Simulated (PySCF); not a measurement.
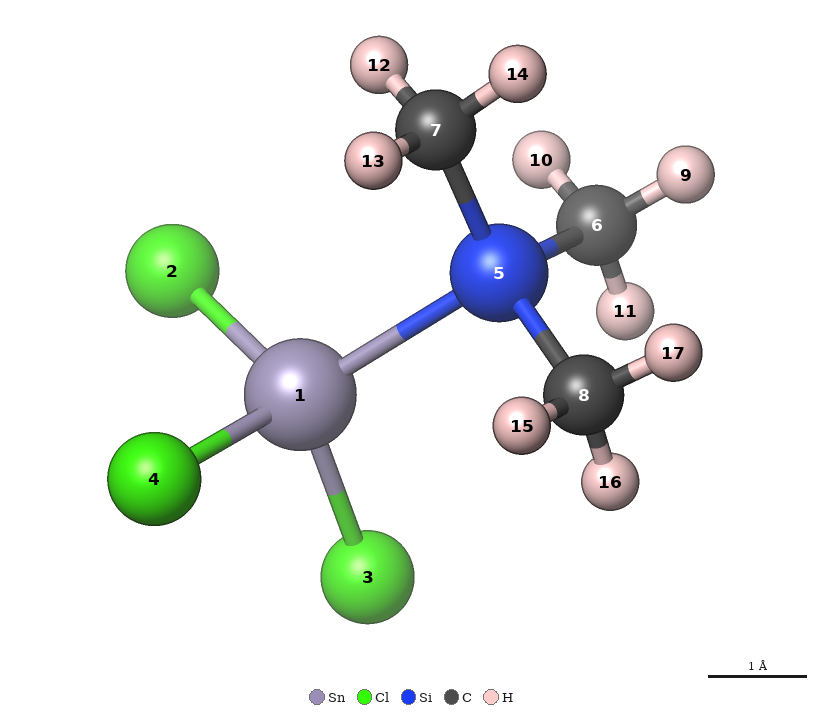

Orthographic view. Distant atoms are faded towards the background colour. The geometry was computed by an optimisation with PBE0-D3(BJ)/def2-SVP. No frequency run is at hand to confirm it as a minimum.

List the bonded neighbours of every atom.

Sn1: Cl2, Cl3, Cl4, Si5
Cl2: Sn1
Cl3: Sn1
Cl4: Sn1
Si5: Sn1, C6, C7, C8
C6: Si5, H9, H10, H11
C7: Si5, H12, H13, H14
C8: Si5, H15, H16, H17
(terminal hydrogens appear only as neighbours)
